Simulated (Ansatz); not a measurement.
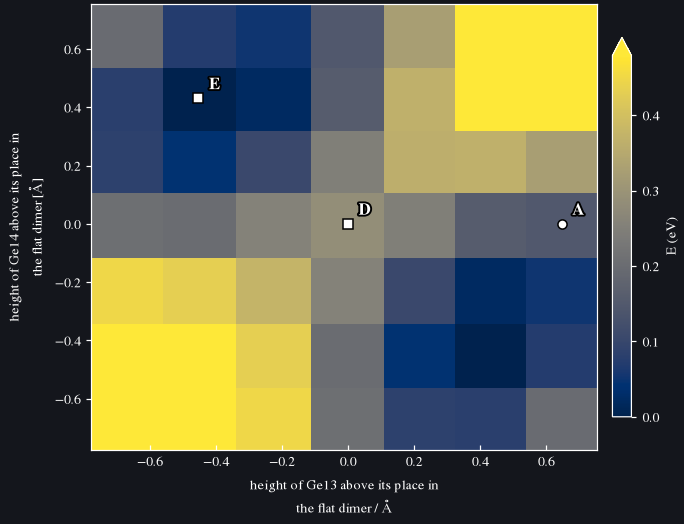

A Ge(100) slab cut from the Fd-3m phase, its lower face capped with 4 H atoms (18 atoms in the cell). Two atoms of the surface dimers are held at set heights. First axis: height of Ge13 above its place in the flat dimer. Second axis: height of Ge14 above its place in the flat dimer. Relaxed at each point: all atoms of the upper layers, but for the two heights. The scan uses a 7 × 7 grid; 28 points were computed and 21 follow by symmetry. Points are written as (first, second). Energies: eV, counted from the lowest grid point. Computed with DFT LDA, scalar-relativistic, plane waves, PAW (Ansatz). Settings: cutoff 420 eV, k-mesh 6×3×1, gaussian smearing 0.05 eV, no spin polarisation.

The picture shows one coloured cell a grid point, one colour for all values above the top of the scale, lettered points.

What kind of point is each of D, E: minimum, saddle, maximum or slope?

D: saddle point; E: minimum. (In these two coordinates alone; a stationary point may lie a little off the grid point.)

Rank the lettered points by energy, lowest first.

E (0.000 eV), A (0.147 eV), D (0.285 eV).
